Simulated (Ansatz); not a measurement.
# Li4Lu: relaxing a made-up structure

Starting from a made-up structure for Li4Lu, the aim is the relaxed cell, its shortest contacts and, where a second run follows, its electronic structure.

Calculated with Ansatz 0.2.0; DFT, PBE, plane-wave PAW, files of the set soft_1, scalar-relativistic, no spin, cell and ions relaxed at zero pressure; PAW set soft_1, in the first sound run; inputs show where later runs differ.

## 1. Starting point

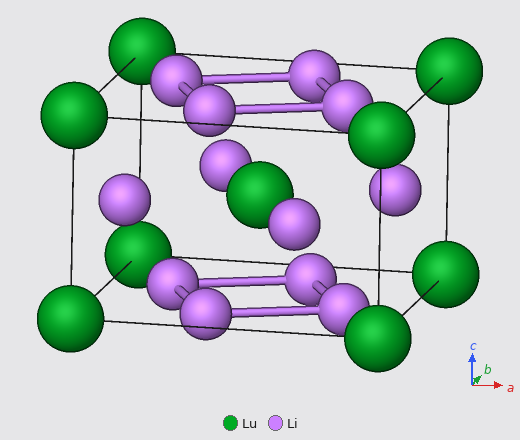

The cell as given, slightly off an axis (lutetium green, lithium purple). This picture shows the conventional cell, with its axes. Some periodic images of atoms are drawn too.

## 2. Relaxing cell and atoms

The guess takes its coordinates from another compound and its volume from a rule, so the cell and any free coordinates are relaxed together.

input.yaml

```yaml
crystal:
  lattice:
    - [-3.2885, 3.2885, 2.1745]
    - [3.2885, -3.2885, 2.1745]
    - [3.2885, 3.2885, -2.1745]
  atoms:
    - { symbol: Lu, position: [0.0, 0.0, 0.0] }
    - { symbol: Li, position: [0.8011, 0.3962, 0.1973] }
    - { symbol: Li, position: [0.6038, 0.8011, 0.4049] }
    - { symbol: Li, position: [0.1989, 0.6038, 0.8027] }
    - { symbol: Li, position: [0.3962, 0.1989, 0.5951] }
kpoints:
  mp_grid: { grid: [7, 7, 7] }
scf:
  occupations: { method: fermi_dirac, width: 0.05 }
hamiltonian:
  xc: pbe
  pseudopotentials: { kind: paw, azcp: { folder: soft_1 } }
relax:
  f_tol: 0.015
  max_steps: 70
  cell: {}
output:
  forces: true
  stress: true
```

Started as:

```bash
> ansatz run input.yaml --threads 4 --pin off --max-ram 8192MiB --backend cpu --events-out ev --progress --plain --runs-dir out
```

Numbers of over 12 decimals in the logs are rounded to 6 here.

Log:

```text
Engine: ansatz 0.2.0, aarch64-unknown-linux-gnu
Pseudopotentials: kind: paw
Pseudopotential: Lu, paw, valence charge 25, recommended cutoff 420 eV (normal), soft_1/Lu.paw.azcp
Pseudopotential: Li, paw, valence charge 3, recommended cutoff 420 eV (normal), soft_1/Li.paw.azcp
Functional definition: PBE
  parameter kappa = 0.804
  parameter beta = 0.066725
  exchange = pbe_x(kappa = kappa, mu = beta*pi^2/3)
  correlation = pbe_c(beta = beta)
Crystal: 5 atoms, lattice volume = 94.062 Å³
Basis set: ecut = 420 eV, 1839 PW (Γ), exchange–correlation on 72×72×72 points (8 copies of the dense FFT grid, shifted against one another)
Bands: 24, of which v1, the nominal top of the filled ones, is band 19 counted from 1 (18 counted from 0)
Symmetry: 8 space group operations
Space group: I4/m (ITA 87), of the structure as read, at distance tolerance 4.5e-5 Å
k-points: 52 of 343
Non-local potential: Lu, projectors of the file, l = 0: 3, l = 1: 2, l = 2: 2, l = 3: 3
Non-local potential: Li, projectors of the file, l = 0: 3, l = 1: 2, l = 2: 1
PAW form: soft (Blöchl's): semilocal exchange-correlation on the pseudo side does not see the compensation charge
PAW one-centre angular grid: Lu, 590 points (default); XC on 64 Gauss nodes
PAW one-centre angular grid: Li, 110 points (default); XC on 96 Gauss nodes
Initial density: superposition of atomic densities (chi_scale 0.1, normalization cell, long waves kept (reshape's long-wave potential 0.00 eV rms))
Initial wavefunctions: pseudopotential atomic-orbital guess
Functional: x = pbe(κ = 0.804, μ = 0.219515), c = pbe(β = 0.066725)
SCF iter   1: F=—  HF=-15551.627964 eV  |F-HF|=—  |Δ(HF+E_count)|=         —  Δρ=2.56e-2  dr2=2.00e0  ethr=3.10e-3  ⟨swp⟩=6.8  Hψ=6429  notcnv=0
preconditioner: auto → Kerker (q_TF=auto, 2.335 Å⁻¹)  [metal: Δε(μ)=0.015 eV  Ē_g=4.829 eV  σ=0.050 eV  W_gap=0.07  n_scr=16 (ndim 8)  ℏωp=17.5 eV  f_vac=0.000  D(μ)=3.12/eV (n_scr^D=16)]
SCF iter   2: F=—  HF=-15551.091321 eV  |F-HF|=—  |Δ(HF+E_count)|=   5.37e-1  Δρ=1.59e-2  dr2=7.53e-1  ethr=3.10e-3  ⟨swp⟩=4.9  Hψ=3059  notcnv=0  defer=8
SCF iter   3: F=—  HF=-15550.980405 eV  |F-HF|=—  |Δ(HF+E_count)|=   1.11e-1  Δρ=8.82e-3  dr2=9.97e-2  ethr=2.04e-3  ⟨swp⟩=3.7  Hψ=2794  notcnv=0  defer=3
SCF iter   4: F=—  HF=-15550.830947 eV  |F-HF|=—  |Δ(HF+E_count)|=   1.49e-1  Δρ=3.81e-3  dr2=1.50e-2  ethr=2.69e-4  ⟨swp⟩=4.3  Hψ=3623  notcnv=0  defer=4
SCF iter   5: F=—  HF=-15550.830924 eV  |F-HF|=—  |Δ(HF+E_count)|=   2.33e-5  Δρ=1.17e-3  dr2=2.97e-3  ethr=4.06e-5  ⟨swp⟩=2.5  Hψ=2822  notcnv=0
SCF iter   6: F=—  HF=-15550.829513 eV  |F-HF|=—  |Δ(HF+E_count)|=   1.41e-3  Δρ=3.20e-4  dr2=6.72e-5  ethr=8.03e-6  ⟨swp⟩=2.1  Hψ=1894  notcnv=0
SCF iter   7: F=—  HF=-15550.829600 eV  |F-HF|=—  |Δ(HF+E_count)|=   8.78e-5  Δρ=1.30e-4  dr2=4.32e-5  ethr=1.81e-7  ⟨swp⟩=2.8  Hψ=2431  notcnv=0
SCF iter   8: F=—  HF=-15550.829578 eV  |F-HF|=—  |Δ(HF+E_count)|=   2.23e-5  Δρ=7.34e-5  dr2=3.43e-6  ethr=1.17e-7  ⟨swp⟩=3.1  Hψ=2674  notcnv=0
SCF iter   9: F=—  HF=-15550.829577 eV  |F-HF|=—  |Δ(HF+E_count)|=   9.56e-7  Δρ=1.03e-5  dr2=1.26e-7  ethr=9.27e-9  ⟨swp⟩=2.4  Hψ=2296  notcnv=0
SCF iter  10: F=-15550.829577 eV  HF=-15550.829577 eV  |F-HF|=1.25e-8  |Δ(HF+E_count)|=   2.37e-8  Δρ=5.17e-6  dr2=2.15e-8  ethr=2.70e-10  ⟨swp⟩=6.2  Hψ=6233  notcnv=0
SCF 1 converged in 10 iterations: F = -15550.829577 eV  dr2 = 2.15e-8
  greatest PAW one-centre occupation: 1.000 electrons in one spin orbital (limit 2), on the Li atom at site 4 (counted from 0), in its partial waves of l = 0
relax step   1: F+E_penalty+E_count = -15550.82957708 eV  Δ(F+E_penalty+E_count) = +0.000e0 eV  max|allowed force component| = 3.562e-1 eV/Å  Δτ_max = 0.0000 Å  P = +3.685 GPa  Ω = 94.062 Å³  (10 SCF iters, dr2 threshold 1.00e-7 eV, accepted)
Crystal: 5 atoms, lattice volume = 104.631 Å³
Basis set: ecut = 420 eV, 2043 PW (Γ), exchange–correlation on 72×72×72 points (8 copies of the dense FFT grid, shifted against one another)
Initial density: handed on by an earlier stage of this run
Initial wavefunctions: those handed on with the density
iter 1 solved again at ethr=4.33e-4 eV; its pass at ethr=3.10e-3 eV (dr2=1.60e-1 eV) is discarded
SCF iter   1: F=—  HF=-15551.106119 eV  |F-HF|=—  |Δ(HF+E_count)|=         —  Δρ=6.27e-3  dr2=1.60e-1  ethr=4.33e-4  ⟨swp⟩=2.0  Hψ=10335  notcnv=0
preconditioner: auto → Kerker (q_TF=auto, 2.294 Å⁻¹)  [metal: Δε(μ)=0.009 eV  Ē_g=6.055 eV  σ=0.050 eV  W_gap=0.05  n_scr=16 (ndim 8)  ℏωp=16.6 eV  f_vac=0.000  D(μ)=3.36/eV (n_scr^D=16)]
SCF iter   2: F=—  HF=-15551.084130 eV  |F-HF|=—  |Δ(HF+E_count)|=   2.20e-2  Δρ=4.00e-3  dr2=7.06e-2  ethr=4.33e-4  ⟨swp⟩=2.0  Hψ=1708  notcnv=0
SCF iter   3: F=—  HF=-15551.083146 eV  |F-HF|=—  |Δ(HF+E_count)|=   9.84e-4  Δρ=2.93e-3  dr2=8.75e-3  ethr=1.91e-4  ⟨swp⟩=5.0  Hψ=3012  notcnv=0
SCF iter   4: F=—  HF=-15551.068440 eV  |F-HF|=—  |Δ(HF+E_count)|=   1.47e-2  Δρ=9.36e-4  dr2=1.06e-3  ethr=2.36e-5  ⟨swp⟩=3.2  Hψ=4041  notcnv=0
SCF iter   5: F=—  HF=-15551.067939 eV  |F-HF|=—  |Δ(HF+E_count)|=   5.01e-4  Δρ=2.67e-4  dr2=1.79e-4  ethr=2.87e-6  ⟨swp⟩=2.1  Hψ=1987  notcnv=0
SCF iter   6: F=—  HF=-15551.067909 eV  |F-HF|=—  |Δ(HF+E_count)|=   3.00e-5  Δρ=1.92e-4  dr2=1.90e-5  ethr=4.85e-7  ⟨swp⟩=2.1  Hψ=2170  notcnv=0
SCF iter   7: F=—  HF=-15551.067908 eV  |F-HF|=—  |Δ(HF+E_count)|=   6.31e-7  Δρ=2.15e-5  dr2=6.61e-7  ethr=5.14e-8  ⟨swp⟩=2.5  Hψ=2458  notcnv=0
SCF iter   8: F=-15551.067907 eV  HF=-15551.067907 eV  |F-HF|=2.29e-8  |Δ(HF+E_count)|=   1.11e-6  Δρ=6.63e-6  dr2=3.40e-8  ethr=1.35e-9  ⟨swp⟩=7.0  Hψ=6708  notcnv=0
SCF 2 converged in 8 iterations: F = -15551.067907 eV  dr2 = 3.40e-8
relax step   2: F+E_penalty+E_count = -15551.06790709 eV  Δ(F+E_penalty+E_count) = -2.383e-1 eV  max|allowed force component| = 1.419e-1 eV/Å  Δτ_max = 0.1953 Å  P = +0.318 GPa  Ω = 104.631 Å³  energy of the carried Pulay correction = -1.014e-3 eV  (8 SCF iters, dr2 threshold 5.00e-7 eV, accepted)
Crystal: 5 atoms, lattice volume = 104.933 Å³
iter 1 solved again at ethr=6.41e-5 eV; its pass at ethr=3.10e-3 eV (dr2=2.37e-2 eV) is discarded
SCF iter   1: F=—  HF=-15551.094815 eV  |F-HF|=—  |Δ(HF+E_count)|=         —  Δρ=2.03e-3  dr2=2.16e-2  ethr=6.41e-5  ⟨swp⟩=2.5  Hψ=7586  notcnv=0
preconditioner: auto → Kerker (q_TF=auto, 2.293 Å⁻¹)  [metal: Δε(μ)=0.023 eV  Ē_g=6.037 eV  σ=0.050 eV  W_gap=0.11  n_scr=16 (ndim 8)  ℏωp=16.6 eV  f_vac=0.000  D(μ)=3.63/eV (n_scr^D=32)]
SCF iter   2: F=—  HF=-15551.091586 eV  |F-HF|=—  |Δ(HF+E_count)|=   3.23e-3  Δρ=1.34e-3  dr2=9.63e-3  ethr=5.83e-5  ⟨swp⟩=1.1  Hψ=1255  notcnv=0
[...]
[... from here on, the SCF cycles and remarks between the steps are left out ...]
relax step   4: F+E_penalty+E_count = -15551.10523192 eV  Δ(F+E_penalty+E_count) = -1.542e-2 eV  max|allowed force component| = 3.257e-2 eV/Å  Δτ_max = 0.0464 Å  P = +0.103 GPa  Ω = 106.395 Å³  energy of the carried Pulay correction = -1.173e-3 eV  (7 SCF iters, dr2 threshold 5.00e-7 eV, accepted)
relax step   5: F+E_penalty+E_count = -15551.13502446 eV  Δ(F+E_penalty+E_count) = -2.979e-2 eV  max|allowed force component| = 9.449e-2 eV/Å  Δτ_max = 0.0857 Å  P = -0.175 GPa  Ω = 108.758 Å³  energy of the carried Pulay correction = -1.381e-3 eV  (7 SCF iters, dr2 threshold 5.00e-7 eV, accepted)
relax step   6: F+E_penalty+E_count = -15551.19353847 eV  Δ(F+E_penalty+E_count) = -5.851e-2 eV  max|allowed force component| = 1.026e-1 eV/Å  Δτ_max = 0.0472 Å  P = -0.261 GPa  Ω = 109.229 Å³  energy of the carried Pulay correction = -1.422e-3 eV  (7 SCF iters, dr2 threshold 5.00e-7 eV, accepted)
relax step   7: F+E_penalty+E_count = -15551.27237047 eV  Δ(F+E_penalty+E_count) = -7.883e-2 eV  max|allowed force component| = 1.051e-1 eV/Å  Δτ_max = 0.0450 Å  P = -0.179 GPa  Ω = 108.529 Å³  energy of the carried Pulay correction = -1.361e-3 eV  (6 SCF iters, dr2 threshold 5.00e-7 eV, accepted)
relax step   8: F+E_penalty+E_count = -15551.32751821 eV  Δ(F+E_penalty+E_count) = -5.515e-2 eV  max|allowed force component| = 9.884e-2 eV/Å  Δτ_max = 0.0468 Å  P = +0.003 GPa  Ω = 107.449 Å³  energy of the carried Pulay correction = -1.266e-3 eV  (7 SCF iters, dr2 threshold 5.00e-7 eV, accepted)
relax step   9: F+E_penalty+E_count = -15551.05121509 eV  Δ(F+E_penalty+E_count) = +2.763e-1 eV  max|allowed force component| = 4.696e-1 eV/Å  Δτ_max = 0.1955 Å  P = +1.714 GPa  Ω = 100.047 Å³  energy of the carried Pulay correction = -5.876e-4 eV  (9 SCF iters, dr2 threshold 5.00e-7 eV, rejected (line search))
relax step  10: F+E_penalty+E_count = -15551.33762403 eV  Δ(F+E_penalty+E_count) = -1.011e-2 eV  max|allowed force component| = 3.587e-2 eV/Å  Δτ_max = 0.0570 Å  P = +0.071 GPa  Ω = 106.221 Å³  energy of the carried Pulay correction = -1.157e-3 eV  (13 SCF iters, accepted)
relax step  11: F+E_penalty+E_count = -15551.33948962 eV  Δ(F+E_penalty+E_count) = -1.866e-3 eV  max|allowed force component| = 2.098e-3 eV/Å  Δτ_max = 0.0197 Å  P = +0.038 GPa  Ω = 106.545 Å³  energy of the carried Pulay correction = -1.186e-3 eV  (8 SCF iters, dr2 threshold 8.04e-8 eV, accepted)
relax step  12: F+E_penalty+E_count = -15551.33949509 eV  Δ(F+E_penalty+E_count) = -5.469e-6 eV  max|allowed force component| = 8.654e-4 eV/Å  Δτ_max = 0.0010 Å  P = -0.025 GPa  Ω = 106.836 Å³  energy of the carried Pulay correction = -1.212e-3 eV  (6 SCF iters, dr2 threshold 1.06e-8 eV, accepted)
relax step  13: F+E_penalty+E_count = -15551.35223248 eV  Δ(F+E_penalty+E_count) = -1.274e-2 eV  max|allowed force component| = 1.090e-3 eV/Å  Δτ_max = 0.0000 Å  P = +0.148 GPa  Ω = 106.836 Å³  stress off target by 2.34e-1 GPa  SCF on the basis re-selected at this cell (its energy is not comparable with the rows above)  (9 SCF iters)
relax step  14: F+E_penalty+E_count = -15551.35328254 eV  Δ(F+E_penalty+E_count) = -1.050e-3 eV  max|allowed force component| = 6.047e-4 eV/Å  Δτ_max = 0.0035 Å  P = +0.021 GPa  Ω = 107.547 Å³  energy of the carried Pulay correction = -6.111e-5 eV  (8 SCF iters, dr2 threshold 1.37e-7 eV, accepted)
relax step  15: F+E_penalty+E_count = -15551.35343333 eV  Δ(F+E_penalty+E_count) = -1.508e-4 eV  max|allowed force component| = 1.179e-4 eV/Å  Δτ_max = 0.0023 Å  P = -0.002 GPa  Ω = 107.698 Å³  energy of the carried Pulay correction = -7.347e-5 eV  (7 SCF iters, dr2 threshold 7.66e-9 eV, accepted)
iter 1 solved again at ethr=3.24e-9 eV; its pass at ethr=3.10e-3 eV (dr2=1.20e-6 eV) is discarded
SCF iter   1: F=—  HF=-15551.353507 eV  |F-HF|=—  |Δ(HF+E_count)|=         —  Δρ=3.13e-5  dr2=3.39e-8  ethr=3.24e-9  ⟨swp⟩=4.3  Hψ=10149  notcnv=0
preconditioner: auto → Kerker (q_TF=auto, 2.283 Å⁻¹)  [metal: Δε(μ)=0.012 eV  Ē_g=5.916 eV  σ=0.050 eV  W_gap=0.06  n_scr=20 (ndim 8)  ℏωp=16.4 eV  f_vac=0.000  D(μ)=3.83/eV (n_scr^D=28)]
SCF iter   2: F=—  HF=-15551.353509 eV  |F-HF|=—  |Δ(HF+E_count)|=   1.43e-6  Δρ=1.61e-5  dr2=2.07e-8  ethr=9.15e-11  ⟨swp⟩=2.0  Hψ=2248  notcnv=0
SCF iter   3: F=—  HF=-15551.353510 eV  |F-HF|=—  |Δ(HF+E_count)|=   9.03e-7  Δρ=9.41e-6  dr2=3.33e-9  ethr=5.59e-11  ⟨swp⟩=2.0  Hψ=2166  notcnv=0
SCF iter   4: F=—  HF=-15551.353510 eV  |F-HF|=—  |Δ(HF+E_count)|=   4.01e-7  Δρ=4.05e-6  dr2=7.40e-10  ethr=8.99e-12  ⟨swp⟩=2.0  Hψ=1958  notcnv=0
SCF iter   5: F=—  HF=-15551.353510 eV  |F-HF|=—  |Δ(HF+E_count)|=   8.23e-8  Δρ=1.16e-6  dr2=7.25e-11  ethr=2.00e-12  ⟨swp⟩=2.0  Hψ=2223  notcnv=0
SCF iter   6: F=-15551.353510 eV  HF=-15551.353510 eV  |F-HF|=1.93e-10  |Δ(HF+E_count)|=   7.24e-9  Δρ=1.91e-7  dr2=5.44e-12  ethr=1.00e-12  ⟨swp⟩=4.9  Hψ=4851  notcnv=0
SCF 16 converged in 6 iterations: F = -15551.353510 eV  dr2 = 5.44e-12
relax step  16: F+E_penalty+E_count = -15551.35351008 eV  Δ(F+E_penalty+E_count) = -7.676e-5 eV  max|allowed force component| = 1.242e-4 eV/Å  Δτ_max = 0.0000 Å  P = -0.002 GPa  Ω = 107.698 Å³  stress off target by 1.23e-2 GPa  SCF on the basis re-selected at this cell (its energy is not comparable with the rows above)  (6 SCF iters)
basis re-selected at this cell: Δ(F+E_penalty+E_count) = -7.676e-5 eV, ΔP = +0.000 GPa vs the last step (what re-selecting the basis moved, of the pressure what is left beyond the Pulay correction that the steps carried, after the strain that the cell walked since its last selection, with what the two solves' SCF thresholds leave and, on support functions, any second-order correction that the steps lacked; it is no m [...]
SCF converged after 6 iterations
Free energy (F): -15551.353510 eV
Harris-Foulkes:  -15551.353510 eV  (|F-HF|=1.93e-10)
Internal energy: -15551.323469 eV  (E = F + TS)
E sigma→0 (E₀):  -15551.338489 eV
Entropy (-TS):   -0.030042 eV (-6.008 meV/atom)
Fermi energy:    4.498771 eV
--- Per-component energies (eV) ---
  E_band       = -571.871395
  E_kinetic    = 477.048629
  E_local      = -9641.269349  (includes V_loc(G=0)·N_el)
  E_nonlocal   = 602.029980
  E_hartree    = 4036.207453
  E_xc         = -239.273751
  E_vxc        = -293.238248  (∫ρ·V_xc dr)
  E_paw        = -7514.945882  (= ΣΔE_a)
  E_vpaw       = 211.141749  (= ΣTr[D̂ρ^β])
  E_aug_tail   = 0.001022  (compensation charges beyond the density's cutoff)
  E_ewald      = -3271.121570
  E_smearing   = -0.030042  (= −TS)
  E_closure    = 0.000000  (closes the sum)
  Σ components = -15551.353510   (vs F -15551.353510, Δ=0.00e0)
--- Forces (eV/Å), atoms counted from 1 ---
  atom   1  Lu    -0.00000000     0.00000000     0.00000000
  atom   2  Li    -0.00011833     0.00012418     0.00000000
  atom   3  Li     0.00012418     0.00011833     0.00000000
  atom   4  Li     0.00011833    -0.00012418     0.00000000
  atom   5  Li    -0.00012418    -0.00011833     0.00000000
  max |Σ_I F_I| component: 7.89e-31 eV/Å
--- Stress (GPa, compression-positive) ---
        0.002968       0.000000       0.000000
       -0.000000       0.002968      -0.000000
        0.000000      -0.000000      -0.012264
  P = ⅓ Tr σ = -0.0021 GPa (-0.021 kbar)
--- Relaxed structure (14 steps of the walk, 13 accepted, 2 SCFs on fresh bases) ---
  F+E_penalty+E_count = -15551.35351008 eV   max|allowed force component| = 1.242e-4 eV/Å   (the final SCF, on the basis selected at the relaxed cell)
  cell:  # Å, volume = 107.6979 Å³
    - [-3.964425, 3.964425, 1.713117]
    - [3.964425, -3.964425, 1.713117]
    - [3.964425, 3.964425, -1.713117]
  atoms:
    - { symbol: Lu, position: [-3.1321029766192227e-19, 1.5281365575400073e-18, 1.2149262598780855e-18] }
    - { symbol: Li, position: [0.825830, 0.377712, 0.203542] }
    - { symbol: Li, position: [0.622288, 0.825830, 0.448118] }
    - { symbol: Li, position: [0.174170, 0.622288, 0.796458] }
    - { symbol: Li, position: [0.377712, 0.174170, 0.551882] }
```

Elapsed: 63 s, on 4 threads of Arm Neoverse N1, shared host; peak memory 0.49 GiB; 3.9 min of CPU time.

Step by step:

| step | energy less that of the first step (eV) | largest force component (eV/Å) | pressure (GPa) | volume (Å³) |
| --- | --- | --- | --- | --- |
| 1 | 0.0000 | 0.3562 | 3.69 | 94.06 |
| 2 | -0.2383 | 0.1419 | 0.32 | 104.63 |
| 3 | -0.2602 | 0.0398 | 0.32 | 104.93 |
| 4 | -0.2757 | 0.0326 | 0.10 | 106.39 |
| 5 | -0.3054 | 0.0945 | -0.18 | 108.76 |
| 6 | -0.3640 | 0.1026 | -0.26 | 109.23 |
| 7 | -0.4428 | 0.1051 | -0.18 | 108.53 |
| 8 | -0.4979 | 0.0988 | 0.00 | 107.45 |
| 9 | -0.2216 | 0.4696 | 1.71 | 100.05 |
| 10 | -0.5080 | 0.0359 | 0.07 | 106.22 |
| 11 | -0.5099 | 0.0021 | 0.04 | 106.54 |
| 12 | -0.5099 | 0.0009 | -0.03 | 106.84 |
| 13* | -0.5227 | 0.0011 | 0.15 | 106.84 |
| 14 | -0.5237 | 0.0006 | 0.02 | 107.55 |
| 15 | -0.5239 | 0.0001 | 0.00 | 107.70 |
| 16* | -0.5239 | 0.0001 | 0.00 | 107.70 |

Relaxation steps marked * repeat the geometry before them on a plane-wave basis chosen anew for their cell, so energy and pressure can jump there. Relaxation step 9 was tried and not accepted.

The run keeps the 8 symmetry operations that it works with, so distortions that break them were not tested.

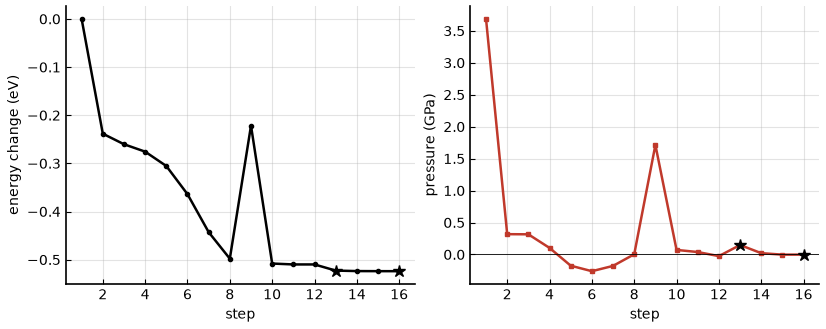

Energy and pressure along the relaxation. Stars mark steps on a basis chosen anew.

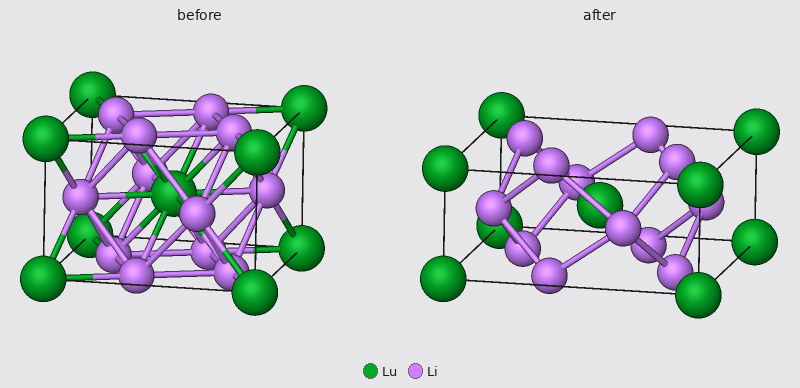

Before and after, at one scale.

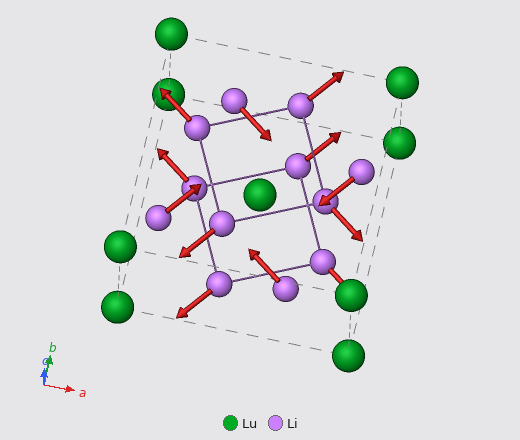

Displacements in the relaxation, exaggerated, measured against the changing cell; the longest in the cell stands for 0.24 Å. Some periodic images of atoms are drawn too.

| cell as run | before | after | change |
| --- | --- | --- | --- |
| a (Å) | 5.134 | 5.862 | +14.2 % |
| b (Å) | 5.134 | 5.862 | +14.2 % |
| c (Å) | 5.134 | 5.862 | +14.2 % |
| α (°) | 100.33 | 94.90 | -5.4 % |
| β (°) | 100.33 | 94.90 | -5.4 % |
| γ (°) | 129.88 | 146.02 | +12.4 % |
| volume (Å³/atom) | 18.81 | 21.54 | +14.5 % |

The atoms that moved most (Å, as changes of fractional coordinates times the final cell):

| atom | dx | dy | dz | length |
| --- | --- | --- | --- | --- |
| Li4 | 0.147 | -0.196 | 0.000 | 0.245 |
| Li2 | -0.147 | 0.196 | 0.000 | 0.245 |
| Li5 | -0.196 | -0.147 | 0.000 | 0.245 |
| Li3 | 0.196 | 0.147 | 0.000 | 0.245 |

The relaxed structure:

```cif
data_structure
_symmetry_space_group_name_H-M 'P 1'
_symmetry_Int_Tables_number 1
_cell_length_a 5.8624
_cell_length_b 5.8624
_cell_length_c 5.8624
_cell_angle_alpha 94.899
_cell_angle_beta 94.899
_cell_angle_gamma 146.018
_cell_volume 107.70
loop_
_atom_site_label
_atom_site_type_symbol
_atom_site_fract_x
_atom_site_fract_y
_atom_site_fract_z
_atom_site_occupancy
Lu1 Lu 0.00000 0.00000 0.00000 1
Li2 Li 0.82583 0.37771 0.20354 1
Li3 Li 0.62229 0.82583 0.44812 1
Li4 Li 0.17417 0.62229 0.79646 1
Li5 Li 0.37771 0.17417 0.55188 1
```

Numbers from this step:

```yaml
free_energy: -15551.3535 eV
energy_at_zero_smearing: -15551.3385 eV
smearing_term_ts: 0.03004 eV
fermi_energy: 4.499 eV
electrons: 37
symmetry_operations: 8
pressure: -0.002109 GPa
```

Shortest distances by pair of elements, guess and relaxed (not always the same contact):

| pair | guess (Å) | relaxed (Å) |
| --- | --- | --- |
| Li–Li | 2.951 | 2.912 |
| Li–Lu | 2.916 | 3.248 |
| Lu–Lu | 4.349 | 3.426 |

The relaxation ends with a largest force component of 1.2e-4 eV/Å and a pressure of 0.00 GPa.

(Continued in part 2 of 2.)

[Logs are printed without paths, hosts, clocks, repeated set-up lines and the standing remarks that a program may print on its own settings, such as how far it seeks lower states.]

[Hosts, paths, dates, database ids (printed as entryN), source tags and the programs' standing remarks are cut or masked in the printed files.]
